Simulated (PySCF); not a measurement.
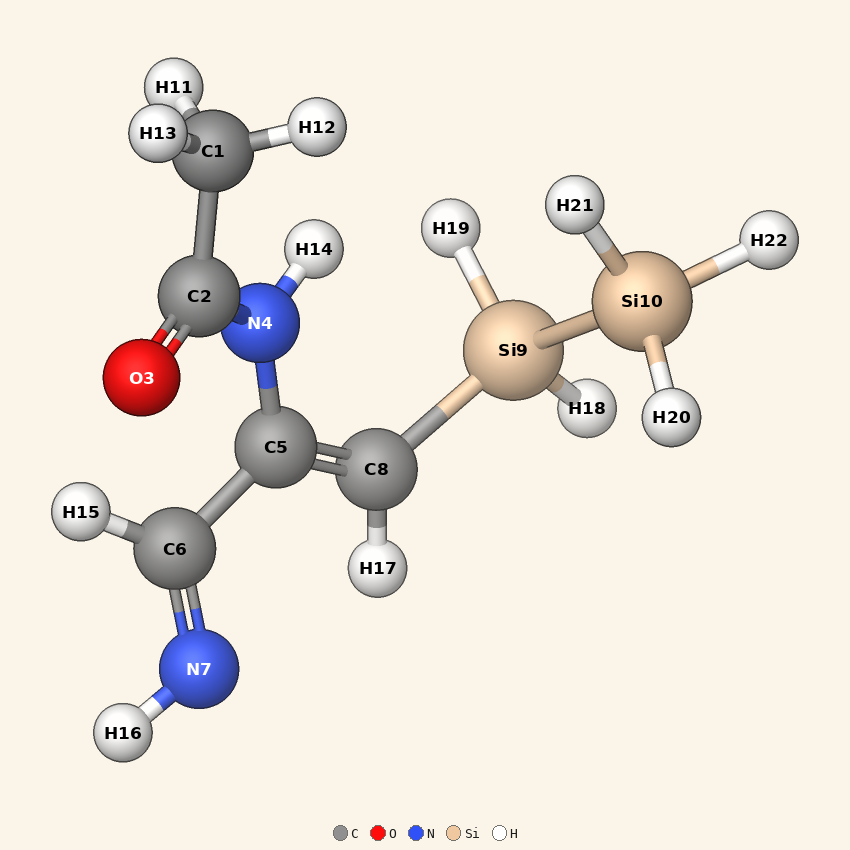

The geometry was computed by an optimisation with GFN2-xTB. No frequency run is at hand to confirm it as a minimum. Electric field gradients from the ground-state density, PBE0/pcSseg-1 (PySCF 2.14.0), non-relativistic apart from any core potentials.

Give the largest field-gradient component, the quadrupole coupling constant and the asymmetry for 17O at O3 (Q = −25.6 mb), 14N at N4 (Q = 20.44 mb), 14N at N7 (Q = 20.44 mb).

| atom | V_zz (a.u.) | e²qQ/h (MHz) | η |
| --- | --- | --- | --- |
| O3 | −1.682 | 10.12 | 0.09 |
| N4 | −0.873 | −4.19 | 0.07 |
| N7 | −1.024 | −4.92 | 0.39 |

The geometry is semi-empirical. Around Si such bond lengths and angles can be off by a tenth of an ångström or more and by several degrees, and values that hang on the shape move with them.
